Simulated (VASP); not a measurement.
Band structure of GePt (space group Pnma). Level of theory: r2SCAN meta-GGA, VASP's PBE PAW potentials (set 64) (plane waves; VASP).

Unless said otherwise, spin-orbit coupling is left out, though it shifts the bands of the heavy elements here.

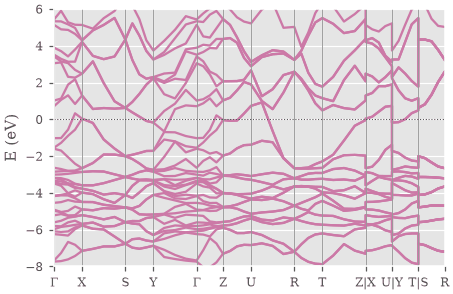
*Bands along high-symmetry lines, zero at the valence-band maximum or, without a gap, the Fermi level*

Task: Read the plot: is there a gap, and where are the band edges?

Result: It has no gap at this level: it comes out as a metal or semimetal.

The structure comes from a computed database's GePt entry (Pnma); how it stands against other phases isn't given here. It was relaxed first.
